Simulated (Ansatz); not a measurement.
Consider CeO2 (Fm-3m).

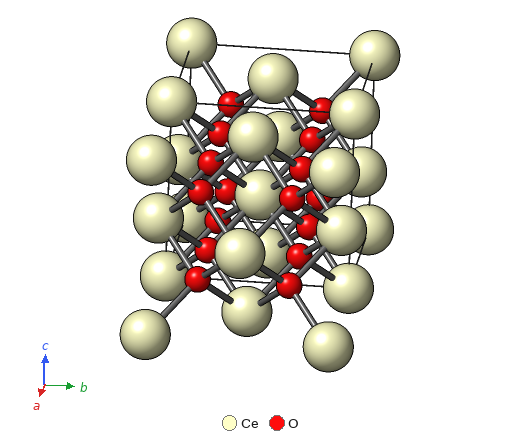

The structure (cerium light yellow, oxygen red). 2×1×1 conventional cells are drawn. Some periodic images of atoms are drawn too.

The structure is cubic, space group Fm-3m (No. 225). Conventional cell: a = 5.407 Å, b = 5.407 Å, c = 5.407 Å, α = 90.00°, β = 90.00°, γ = 90.00°. Nearest to Ce lie 8 O at 2.34 Å. O has 4 Ce at 2.34 Å nearest. Farther neighbours and most contacts between anions are not listed.

```yaml
crystal:
  lattice:
    - [-2.70365, -2.70365, 0.00000]
    - [-2.70365, 0.00000, -2.70365]
    - [0.00000, -2.70365, -2.70365]
  atoms:
    - { symbol: Ce, position: [0.00000, 0.00000, 0.00000] }
    - { symbol: O, position: [0.25000, 0.25000, 0.25000] }
    - { symbol: O, position: [0.75000, 0.75000, 0.75000] }
```

The cell and positions come from the Crystallography Open Database and are kept as given unless a step says otherwise. The program's search for lower electronic states was switched off, so nothing shows that the state found is the lowest. Spin-orbit coupling is left out unless a run names it. PAW set soft_2, made with PBE.

A constrained-RPA run (Ansatz 0.2.0; non-magnetic PBE; Ce f + anion p, bands v6 to c7, 6×6×6 mesh, medium accuracy) builds 13 functions on bands 7.2 eV wide, with 12.0 electrons in the window. The bare on-site interaction is 25.1 eV and the bare J 0.69 eV.

**Question.** What U and J survive the screening?

On the Ce f shell, U = 11.48 eV (46 % of the bare value), U′ = 10.29 eV, J = 0.56 eV.

The parent state is non-magnetic and the interaction static (zero frequency); U depends on the window and the orbitals, so it belongs to this model alone. A window that holds the anion p bands defines a model with explicit ligands; its U belongs to that model and is not the U of DFT+U.

[Paths, hosts, dates, memory and timing lines, banners, echoed tables and standing remarks are left out of the program output.]

[Logs are printed without paths, hosts, clocks, repeated set-up lines and the standing remarks that a program may print on its own settings, such as how far it seeks lower states.]

[Runs of the session that timed out or met a known fault of the program may be left out.]

[Hosts, paths, dates, database ids (printed as entryN), source tags and the programs' standing remarks are cut or masked in the printed files.]
